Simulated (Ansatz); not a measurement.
```xyz
4

P     0.1846   -0.2039   -1.7318
H     0.4152   -1.0346   -2.8598
H     1.1600    0.7454   -2.1354
H    -0.8727    0.4977   -2.3684
```

Geometry: PBE0-D4/def2-TZVP.

The calculation used RKS PBE0-D4/def2-TZVPPD (Ansatz).

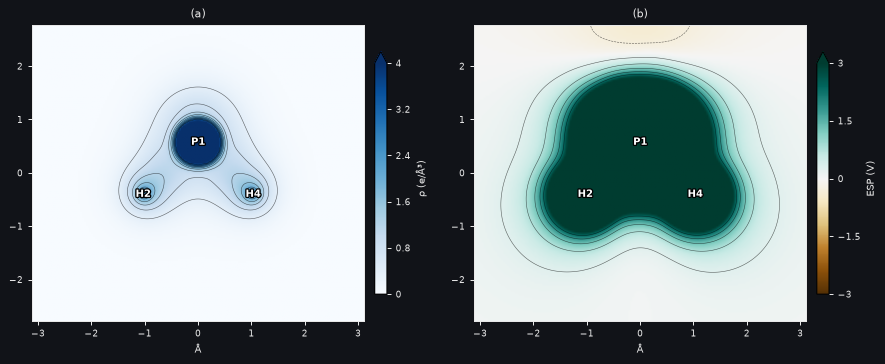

PH3. (a) electron density; (b) molecular electrostatic potential on the plane of atoms H2, P1 and H4.

### Describe what can be read from this map.

- The plane passes through P and H nuclei.
- P–H (1.42 Å): ρ is about 1.1 e/Å³ halfway.
- Outside the dense part of the molecule the potential is most negative (−0.4 V) near P1.
